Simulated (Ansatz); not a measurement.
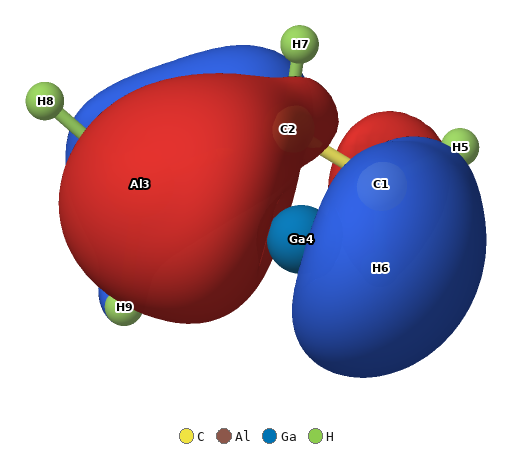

The picture shows: C₂H₅Al···Ga (SMILES [CH2][CH][AlH2].[Ga]) (doublet). One frontier orbital at ±0.08 Å⁻³ᐟ² (red and blue are the two phases), seen across its widest extent.

Geometry: B3LYP/6-31G*.

Theory: isolated molecule in a Gaussian basis; Kohn-Sham density functional theory, functional PBE0 in Ansatz.

```xyz
9

C    -0.0100   -0.0966    1.5570
C     0.8097    0.6899    0.7851
Al    2.1391    0.1285   -0.5562
Ga   -0.7319   -0.3119   -0.9680
H    -0.7656    0.3111    2.2282
H     0.1341   -1.1760    1.6282
H     0.5875    1.7631    0.8351
H     3.0001    1.2440   -1.2878
H     2.4378   -1.4385   -0.6367
```

Q: Which orbital is it: HOMO (α) or LUMO (α)?

A: The HOMO (α), at −5.05 eV. It lies mainly on Ga4 (about 45 %), Al3 (about 25 %), C2 (about 10 %) and C1 (about 10 %).
